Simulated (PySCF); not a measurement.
```xyz
20

C     2.8078    0.6012    0.0739
C     1.9721   -0.6507   -0.1924
Si    0.2724   -0.5783    0.5707
O    -0.6696   -1.9086    0.1748
Si   -2.2302   -1.5946   -0.3629
C    -2.2999    0.2836   -0.0932
C    -0.8412    0.7905   -0.2096
C    -0.6178    2.1072    0.3496
N    -0.4147    3.1425    0.8308
H     2.9493    0.7739    1.1522
H     3.8079    0.5196   -0.3784
H     2.3359    1.5081   -0.3358
H     1.8455   -0.8228   -1.2756
H     2.4787   -1.5509    0.1968
H     0.3336   -0.3996    2.0511
H    -3.2356   -2.3393    0.4453
H    -2.3606   -1.9795   -1.7993
H    -2.6756    0.4700    0.9272
H    -2.9745    0.8155   -0.7824
H    -0.5466    0.8263   -1.2752
```

Geometry: PBE0-D3(BJ)/def2-SVP.

The calculation used CAM-B3LYP/def2-SVPD, SCF density, gas phase in PySCF.

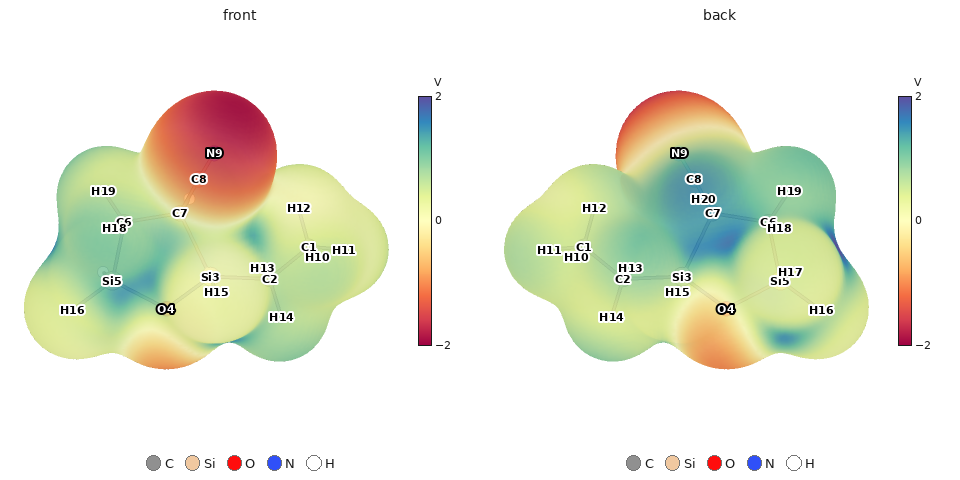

C$_{5}$H$_{11}$NOSi$_{2}$. The electrostatic potential painted on the density surface at 0.002 e/bohr³, seen from the front and from behind; red is negative and blue positive.

Question: Where is the surface potential most negative and most positive?

Answer: The most negative region (about −1.9 V) lies over N9, the most positive (about +1.8 V) over Si5. N9 is the likeliest acceptor of a hydrogen bond.

Question: How polar is the molecule by this calculation?

Answer: Its dipole moment is 3.42 D.
